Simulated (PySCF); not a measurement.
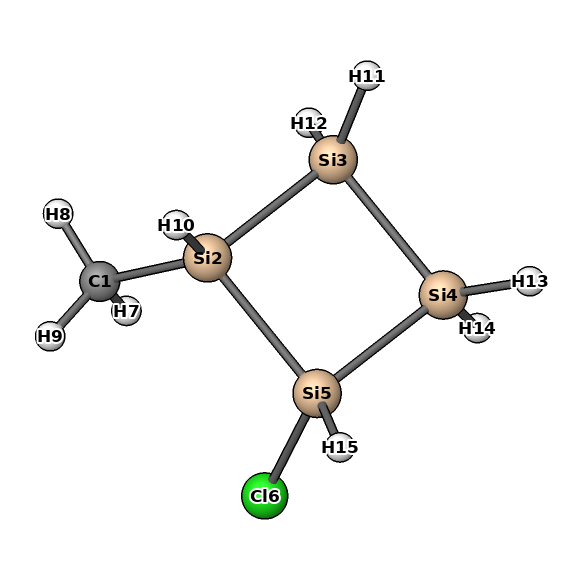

The questions are on isotropic NMR shieldings of the Si atoms. The computed structure is the end point of a PBE0-D3(BJ)/def2-SVP optimisation. No frequency run is at hand to confirm it as a minimum. Method: GIAO B3LYP/pcSseg-1 NMR shielding, non-relativistic, gas phase (PySCF 2.14.0).

### Which Si atom is the most shielded (lowest chemical shift)?

Si3 (426.7 ppm).

### Which Si atom is the least shielded (highest chemical shift)?

Si5 (313.4 ppm).

### How wide is the range of Si shifts?

113.3 ppm.

List the isotropic NMR shieldings of the Si atoms.

| atom | σ (ppm) |
| --- | --- |
| Si2 | 365.6 |
| Si3 | 426.7 |
| Si4 | 409.1 |
| Si5 | 313.4 |
